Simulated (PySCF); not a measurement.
# SiHClO (SMILES O[Si]Cl) at 6 levels

Aim: a comparison of 6 runs (B3LYP/STO-3G, PBE/STO-3G, PBE0/STO-3G, wB97X-V/STO-3G, UMP2/STO-3G, UCCSD(T)/STO-3G) of SiHClO. Input form: a Python script.

Program for the calculation: PySCF 2.14.0.

1 further run of the same task is left out (set aside as unsound or not needed).

## (1) Starting point

The species is SiHClO (4 atoms), meant as a singlet with charge 0. SMILES: `O[Si]Cl`. The Cl3–H4 distance was set to 3.422 Å, away from the relaxed value. At this shape a bond of the SMILES string is far longer than usual.

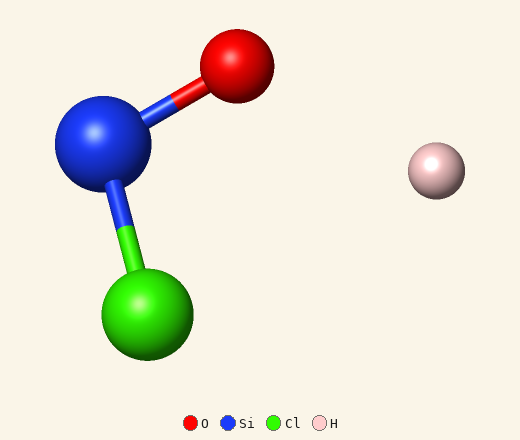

The structure, seen from a chosen angle (oxygen red, silicon blue, chlorine green, hydrogen pink).

## (2) The energy at B3LYP/STO-3G (run 1)

The input, calc.py:

```python
from pyscf import gto, dft

molecule = gto.Mole()
molecule.atom = 'O -2.083589 -0.504151 0.539632; Si -1.605989 -1.744051 1.495332; Cl 0.490511 -1.655351 1.269732; H -0.260800 0.980400 -0.780000'
molecule.basis = 'sto-3g'
molecule.verbose = 3
molecule.charge = 0
molecule.max_memory = 1860
molecule.build()

calc0 = dft.RKS(molecule, xc='b3lyp')
calc0.grids.level = 5
calc0.conv_tol = 1e-10
calc0.kernel()
if not calc0.converged:
    calc0 = calc0.newton().run(calc0.mo_coeff, calc0.mo_occ)

energy = calc0.e_tot
print(f'total energy: {energy:.8f} hartree')
```

Started as:

```bash
OMP_NUM_THREADS=1 python calc.py
```

The program printed:

```text
converged SCF energy = -815.879098272685
total energy: -815.87909827 hartree
```

Wall time 9.3 s (1 thread of Arm Neoverse V2, shared host); peak memory 0.22 GiB.

## (3) A single-point energy at PBE/STO-3G (run 2)

The input, calc.py:

```python
from pyscf import gto, dft

mol = gto.M(
    atom='''
O       -2.083589      -0.504151       0.539632
Si      -1.605989      -1.744051       1.495332
Cl       0.490511      -1.655351       1.269732
H       -0.260800       0.980400      -0.780000
''',
    charge=0,
    verbose=3,
    basis='sto-3g',
    spin=0,
    max_memory=1860,
)

mf = dft.RKS(mol)
mf.xc = 'pbe'
mf.conv_tol = 1e-10
mf.grids.level = 5
mf.kernel()
if not mf.converged:
    mf = mf.newton().run(mf.mo_coeff, mf.mo_occ)

e_final = mf.e_tot
print(f'total energy: {e_final:.8f} hartree')
```

Started as:

```bash
OMP_NUM_THREADS=1 python calc.py
```

The program printed:

```text
SCF not converged.
SCF energy = -815.110211291062
converged SCF energy = -815.480117583499
total energy: -815.48011758 hartree
```

Wall time 18 s (1 thread of Arm Neoverse V2, shared host); peak memory 0.26 GiB.

Runs 3 to 5 aren't shown in full; the table further down has their settings and results.

## (4) The energy at UCCSD(T)/STO-3G (run 6)

The input, run.py:

```python
from pyscf import gto, cc

system = gto.M(
    atom='''
O       -2.083589      -0.504151       0.539632
Si      -1.605989      -1.744051       1.495332
Cl       0.490511      -1.655351       1.269732
H       -0.260800       0.980400      -0.780000
''',
    spin=0,
    basis='sto-3g',
    verbose=3,
    max_memory=1860,
)

calc0 = system.UHF()
calc0.conv_tol = 1e-10
calc0.kernel()
if not calc0.converged:
    calc0 = calc0.newton().run(calc0.mo_coeff, calc0.mo_occ)
for _ in range(3):
    mo, _, stable, _ = calc0.stability(return_status=True)
    if stable:
        break
    calc0.kernel(calc0.make_rdm1(mo, calc0.mo_occ))

mycc = cc.CCSD(calc0, frozen=11)
mycc.kernel()
e_t = mycc.ccsd_t()
energy = mycc.e_tot + e_t
print('E = %.10f Eh' % energy)
```

Started as:

```bash
OMP_NUM_THREADS=1 python run.py
```

The program printed:

```text
converged SCF energy = -814.266628596217  <S^2> = 2.6506896e-08  2S+1 = 1.0000001
<class 'pyscf.scf.uhf.UHF'> wavefunction has an internal instability
converged SCF energy = -814.517304533305  <S^2> = 1.0122774  2S+1 = 2.2470224
<class 'pyscf.scf.uhf.UHF'> wavefunction is stable in the internal stability analysis
E(UCCSD) = -814.5970886223296  E_corr = -0.07978408902492611
UCCSD(T) correction = -0.00573353380876124
E = -814.6028221561 Eh
```

Run time: 1.2 s. Hardware: 1 thread of Arm Neoverse V2, shared host; peak memory 0.12 GiB.

## (5) The series

| run | level | nlc grid | integration grid | energy (Eh) | dipole moment (D) of the reference | HOMO energy (eV) | LUMO energy (eV) | wall time |
| --- | --- | --- | --- | --- | --- | --- | --- | --- |
| 1 | B3LYP/STO-3G | – | 5 | -815.879098 | 2.01 | -4.07 | -2.48 | 9.3 s |
| 2 | PBE/STO-3G | – | 5 | -815.480118 | 1.95 | -3.42 | -2.79 | 18 s |
| 3 | PBE0/STO-3G | – | 5 | -815.553046 | 1.88 | -4.16 | -2.35 | 5.1 s |
| 4 | wB97X-V/STO-3G | 1 | 5 | -815.730489 | 1.93 | -5.96 | -0.73 | 25 s |
| 5 | UMP2/STO-3G | – | – | -814.572700 | 2.79 | -7.75 | 5.35 | 0.89 s |
| 6 | UCCSD(T)/STO-3G | – | – | -814.602822 | 2.79 | -7.75 | 5.35 | 1.2 s |

## (6) What came out

```
                                           quantity          value
                                run 6: total energy  -814.60282 Eh
        run 6: dipole moment (Hartree–Fock density)         2.79 D
         run 6: HOMO energy (Hartree–Fock orbitals)       -7.75 eV
         run 6: LUMO energy (Hartree–Fock orbitals)        5.35 eV
       run 6: HOMO–LUMO gap (Hartree–Fock orbitals)       13.10 eV
run 6: correlation energy (11 core orbitals frozen)      -85.5 mEh
                              run 6: (T) correction      -5.73 mEh
           run 6: ⟨S²⟩ of the reference determinant          1.012
                               run 6: T1 diagnostic          0.054
```

What this shows: Over runs 1, 2, 3, 4 the dipole moment (its size) runs from 1.88 D (PBE0/STO-3G) to 2.01 D (B3LYP/STO-3G). Over runs 1, 2, 3, 4 the HOMO–LUMO gap runs from 0.63 eV (PBE/STO-3G) to 5.23 eV (wB97X-V/STO-3G). Totals of different functionals can't be ranked against each other. In runs 1, 2, 3, 4, 5, 6 the basis is minimal, so the values are rough. In runs 1, 2, 3, 4 a closed-shell determinant meets a far-stretched bond, which it describes badly. Spin contamination of the reference: run 5 ⟨S²⟩ = 1.01, run 6 ⟨S²⟩ = 1.01. Where it is this large, the reference is a mixture of spin states, and values that rest on it are in doubt. All runs together took 60 s, the longest 25 s.
